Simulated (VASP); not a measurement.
Band structure of SrVO3 (space group Pm-3m). Level of theory: PBE GGA, VASP's PBE PAW potentials (set 64) (plane waves; VASP 6.6.1).

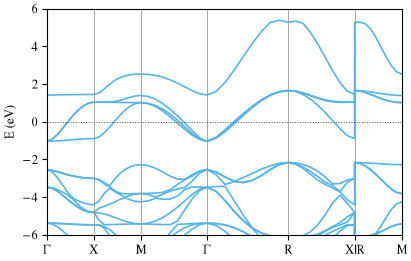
Figure: Bands along high-symmetry lines, zero at the valence-band maximum or, without a gap, the Fermi level

Q: Read the plot: is there a gap, and where are the band edges?

A: It has no gap at this level: it comes out as a metal or semimetal.

The structure is a typed SrVO3 crystal (Pm-3m). The cell was not relaxed at this level. The run is not spin-polarised, so no magnetic state was tried. The electron count is odd and the run is not spin-polarised, which forces a metal.
